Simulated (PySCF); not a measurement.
# What a change does: excited-state calculation on C₂H₇Al

System: C₂H₇Al, SMILES C[CH2][AlH2].
Method of run A: TDDFT LC-wPBE/def2-SVPD, vertical, gas phase, core orbitals frozen in the response (PySCF 2.14.0).

The geometry comes from this level: PBE0-D3(BJ)/def2-SVP. Text and figures count atoms from 1; the logs count them from 0 in places.

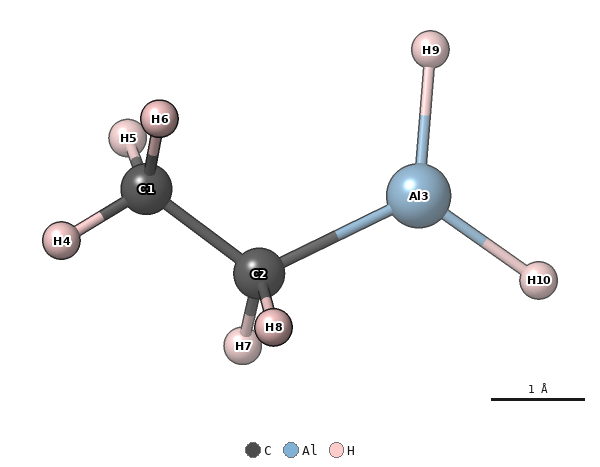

The structure as given in the input (ball-and-stick view, seen at a tilt; atoms are numbered from 1 in the order of the input). Sticks mark near contacts. Bond lengths as drawn: Al–C 1.96 Å, Al–H 1.60 Å, C–C 1.53 Å and C–H 1.10 to 1.11 Å.

**Input file, run A**
```
{"job": {"kind": "uv", "xc": "LC-wPBE", "basis": "def2-SVPD", "ip": true}, "charge": 0, "multiplicity": 1}
C     -1.217279    -0.052658     0.543390
C     -0.190657     0.258176    -0.544721
Al     1.688422    -0.178309    -0.172847
H     -2.243568     0.218422     0.244688
H     -1.000396     0.488674     1.478434
H     -1.230349    -1.124364     0.800522
H     -0.223291     1.331413    -0.816946
H     -0.456715    -0.255783    -1.489402
H      2.124206    -0.854753     1.205124
H      2.799804     0.148379    -1.269418
```

The first line tells a small driver script what to run in PySCF; the rest is the geometry in Å.

Command:
```bash
OMP_NUM_THREADS=1 python <driver script> task.json out
```

Hardware: 1 CPU thread, shared host.

**Output (run A)**
```
coarse grid: 8136 points
cycle   1  E = -322.4935550938  dE = -1.109e-01  |g| = 2.273e-01  |ddm| = 3.174e+00
cycle   2  E = -322.5094770791  dE = -1.592e-02  |g| = 1.147e-01  |ddm| = 4.502e-01
cycle   3  E = -322.5130071463  dE = -3.530e-03  |g| = 3.562e-02  |ddm| = 1.967e-01
cycle   4  E = -322.5134507514  dE = -4.436e-04  |g| = 3.979e-03  |ddm| = 7.091e-02
cycle   5  E = -322.5134593134  dE = -8.562e-06  |g| = 8.462e-04  |ddm| = 1.443e-02
final grid: 71912 points
cycle   6  E = -322.5719466948  dE = -1.256e-05  |g| = 2.911e-03  |ddm| = 3.432e-02
cycle   7  E = -322.5719476725  dE = -9.777e-07  |g| = 2.169e-03  |ddm| = 7.079e-03
cycle   8  E = -322.5719488925  dE = -1.220e-06  |g| = 9.399e-05  |ddm| = 2.440e-03
cycle   9  E = -322.5719488859  dE =  6.665e-09  |g| = 3.381e-05  |ddm| = 4.734e-04
cycle  10  E = -322.5719488863  dE = -4.314e-10  |g| = 1.225e-05  |ddm| = 9.677e-05
converged SCF energy = -322.5719488863

Static polarisability (au): isotropic 53.859, principal 46.002 53.584 61.991

Singlet excitations
state   eV       nm        f      main configurations
  1   5.3242    232.9   0.00252   H->L 0.95
  2   5.7535    215.5   0.00000   H-1->L 0.98
  3   7.4339    166.8   0.06011   H->L+1 0.63, H->L+2 0.28
  4   8.2841    149.7   0.01510   H-1->L+2 0.31, H->L+4 0.16, H-1->L+1 0.10
  5   8.4562    146.6   0.00224   H-2->L 0.85
  6   8.5116    145.7   0.00090   H->L+3 0.80
  7   8.6073    144.0   0.10069   H-1->L+1 0.65, H->L+4 0.20
  8   8.7207    142.2   0.15016   H-1->L+2 0.38, H->L+4 0.24, H-1->L+3 0.16
  9   8.7875    141.1   0.36382   H->L+2 0.54, H->L+1 0.28
 10   8.9503    138.5   0.05536   H-3->L 0.86

Triplet excitations (Tamm-Dancoff, eV): 4.9131 5.1246 6.8592 7.4568
Vertical ionisation energy (delta-SCF) = 9.9617 eV
```

For run B the input was changed thus:
```diff
-"xc": "LC-wPBE"
+"xc": "wB97X-D"
```

Predict how the results change.

The total energies belong to different methods, so their difference says nothing on which is more stable or more accurate. The HOMO goes from −10.28 to −9.43 eV. The LUMO goes from 0.76 to 0.40 eV. The lowest excitation goes from 5.32 to 5.01 eV. The strongest computed line goes from 8.79 to 8.24 eV. The functional changes from LC-wPBE to wB97X-D. The SCF takes 11 iterations against 10.

**Output (run B)**
```
coarse grid: 8136 points
cycle   1  E = -322.6027270262  dE = -1.291e-01  |g| = 2.621e-01  |ddm| = 3.228e+00
cycle   2  E = -322.6154073911  dE = -1.268e-02  |g| = 1.858e-01  |ddm| = 5.526e-01
cycle   3  E = -322.6245849491  dE = -9.178e-03  |g| = 2.726e-02  |ddm| = 2.483e-01
cycle   4  E = -322.6248675385  dE = -2.826e-04  |g| = 4.529e-03  |ddm| = 6.373e-02
cycle   5  E = -322.6248770757  dE = -9.537e-06  |g| = 1.182e-03  |ddm| = 1.364e-02
final grid: 71912 points
cycle   6  E = -322.6724149112  dE = -4.662e-05  |g| = 2.517e-03  |ddm| = 5.954e-02
cycle   7  E = -322.6724162755  dE = -1.364e-06  |g| = 1.773e-03  |ddm| = 7.448e-03
cycle   8  E = -322.6724170871  dE = -8.116e-07  |g| = 3.122e-04  |ddm| = 2.534e-03
cycle   9  E = -322.6724171312  dE = -4.410e-08  |g| = 4.203e-05  |ddm| = 9.587e-04
cycle  10  E = -322.6724171329  dE = -1.695e-09  |g| = 1.161e-05  |ddm| = 1.939e-04
cycle  11  E = -322.6724171330  dE = -1.614e-10  |g| = 2.184e-06  |ddm| = 7.521e-05
converged SCF energy = -322.6724171330

Static polarisability (au): isotropic 55.541, principal 47.050 55.269 64.306

Singlet excitations
state   eV       nm        f      main configurations
  1   5.0109    247.4   0.00199   H->L 0.98
  2   5.5223    224.5   0.00000   H-1->L 0.99
  3   7.0249    176.5   0.04940   H->L+1 0.79, H->L+2 0.17
  4   7.7593    159.8   0.00409   H-2->L 0.93
  5   7.9108    156.7   0.01795   H-1->L+1 0.51, H-1->L+2 0.20, H->L+4 0.09
  6   8.0002    155.0   0.00132   H->L+3 0.90
  7   8.1306    152.5   0.04607   H->L+4 0.43, H-1->L+1 0.31, H-1->L+2 0.09
  8   8.2362    150.5   0.30578   H->L+2 0.72, H->L+1 0.17
  9   8.2859    149.6   0.03935   H-3->L 0.81, H-1->L+2 0.09
 10   8.2873    149.6   0.12594   H-1->L+2 0.49, H->L+4 0.18, H-3->L 0.14

Triplet excitations (Tamm-Dancoff, eV): 4.7662 5.1640 6.6051 7.3906
Vertical ionisation energy (delta-SCF) = 9.7885 eV
```

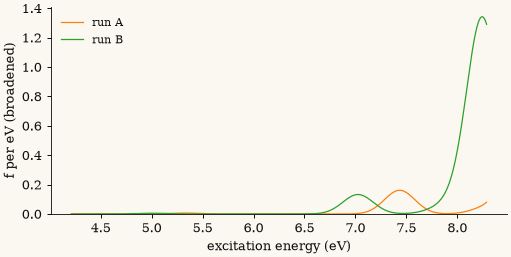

Absorption of the two runs from their computed states, each broadened by a Gaussian of 0.35 eV full width; the range ends where the shorter list of states ends.

**The two runs side by side**

| quantity | run A | run B |
| --- | --- | --- |
| outcome | converged | converged |
| total energy (hartree) | −322.571949 | −322.672417 |
| HOMO (eV) | −10.28 | −9.43 |
| LUMO (eV) | 0.76 | 0.40 |
| dipole moment (D) | 0.72 | 0.74 |
| lowest excitation (eV) | 5.32 | 5.01 |
| SCF iterations | 10 | 11 |
| strongest computed line (eV) | 8.79 | 8.24 |
| basis functions | 120 | 120 |
| wall time (shared host) | 27 s | 21 s |
